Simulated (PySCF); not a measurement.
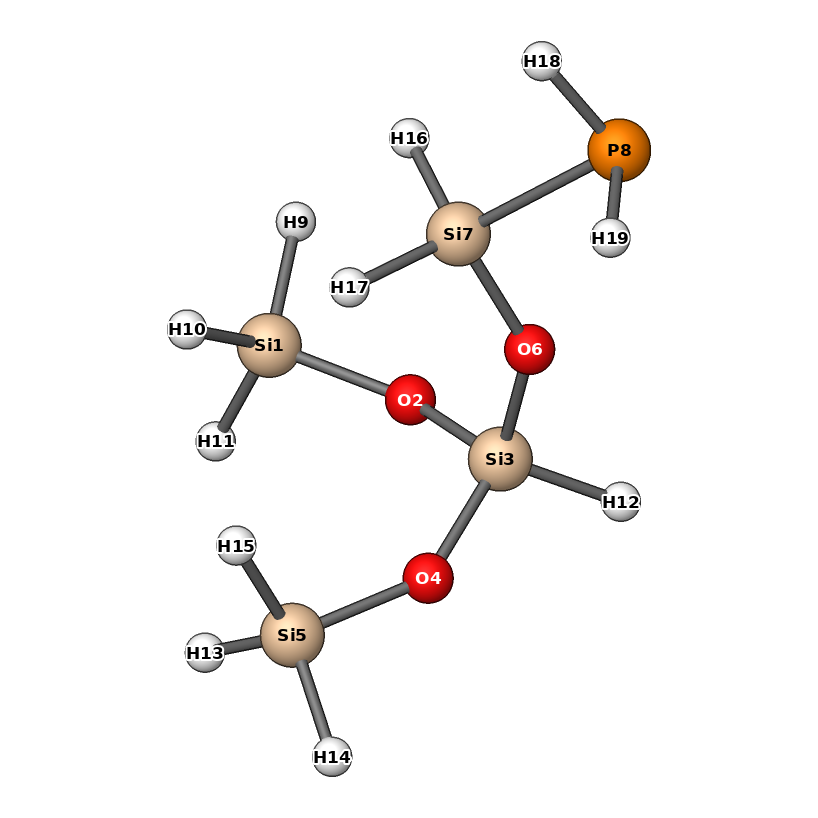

The questions are on Hirshfeld charges. The computed structure is the end point of a GFN2-xTB optimisation. No frequency run is at hand to confirm it as a minimum. Method: PBE0/pcSseg-1, gas phase (PySCF 2.14.0).

Give the Hirshfeld charges atom by atom.

| atom | value (e) |
| --- | --- |
| Si1 | 0.39 |
| O2 | −0.30 |
| Si3 | 0.52 |
| O4 | −0.30 |
| Si5 | 0.39 |
| O6 | −0.31 |
| Si7 | 0.35 |
| P8 | −0.02 |
| H9 | −0.08 |
| H10 | −0.08 |
| H11 | −0.08 |
| H12 | −0.07 |
| H13 | −0.08 |
| H14 | −0.08 |
| H15 | −0.08 |
| H16 | −0.08 |
| H17 | −0.08 |
| H18 | −0.01 |
| H19 | −0.01 |

The geometry is semi-empirical. Around P, Si such bond lengths and angles can be off by a tenth of an ångström or more and by several degrees, and values that hang on the shape move with them.
